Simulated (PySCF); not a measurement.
# C₄H₈BO₂S (doublet): what the fields show

```csv
atom,x (Å),y (Å),z (Å)
C,2.4113,0.2843,-0.7748
C,1.5658,0.4078,0.4877
S,2.0662,-0.8200,1.7189
B,0.0097,0.1347,0.2790
O,-0.4843,-0.7587,-0.6212
C,-1.8930,-0.7989,-0.4978
C,-2.2205,0.2215,0.6193
O,-0.9637,0.7386,1.0147
H,3.4688,0.3815,-0.5374
H,2.2421,-0.6819,-1.2427
H,2.1335,1.0647,-1.4798
H,1.7266,1.3772,0.9666
H,-2.1933,-1.8172,-0.2351
H,-2.3377,-0.5255,-1.4590
H,-2.8435,1.0475,0.2648
H,-2.6957,-0.2469,1.4854
```

Geometry: GFN2-xTB.

All numbers below come from UKS B3LYP, pcH-1 on B C H O S, non-relativistic, mean-field spin-orbit, GIAO in PySCF 2.14.0, density-fitted response routines.

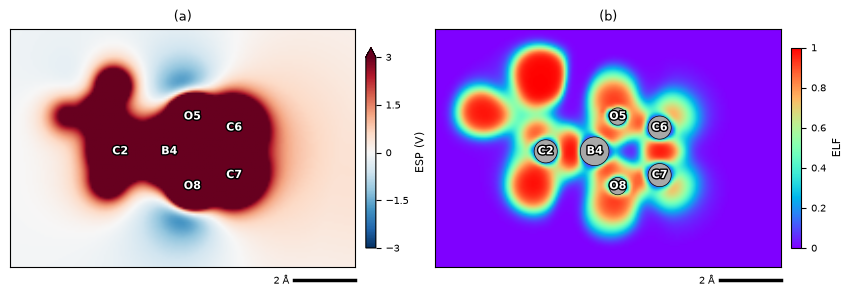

Figure 1. (a) electrostatic potential; (b) ELF on the plane of atoms C2, B4 and O8. Grey discs cover the atomic cores in the ELF map.

Describe what can be read from this map.

Answer. Atoms in the plane: C, B and O. B–O (1.36 Å): the ELF peaks at about 0.90 between the atoms (a polar covalent bond). C–O (1.41 Å): the ELF peaks at about 0.90 between the atoms, as expected for a polar covalent bond. C–C (1.55 Å): the ELF peaks at about 0.95 between the atoms, as expected for a shared electron pair. C–B (1.59 Å): the ELF peaks at about 1 between the atoms (localised, covalent bonding). The ELF also peaks beside O8 and O5, away from the bonds: non-bonding electrons, paired or unpaired. Outside the dense part of the molecule the potential is most negative (−1.8 V) near O8.

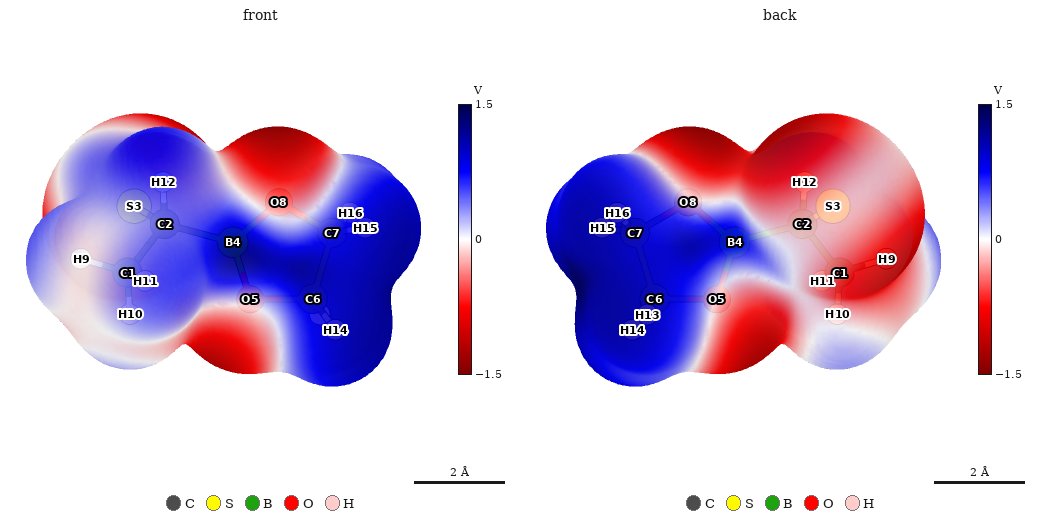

Figure 2. The molecular electrostatic potential painted on the density surface at 0.002 e/bohr³, seen from the front and from behind; the colour scale runs from red (negative) to blue (positive).

Where is the surface potential most negative and most positive?

Answer. The most negative region (about −1.3 V, or −30 kcal/mol for a unit charge) lies over O8, the most positive (about +1.4 V, or +32 kcal/mol for a unit charge) over C6 and C7. O8 is the likeliest acceptor of a hydrogen bond.

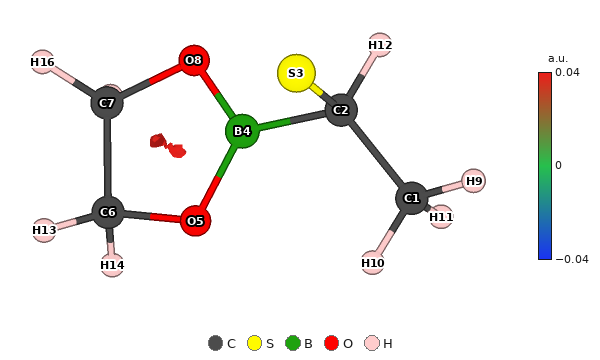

Figure 3. Non-covalent interaction (NCI) plot: the surface where the reduced density gradient is 0.4, for densities under 0.05 a.u., coloured by sign(λ₂)ρ; seen at an oblique angle.

Identify the weak interactions.

Answer. Inside the ring or cage of B4, O5, C6, C7 and O8: steric crowding (red).
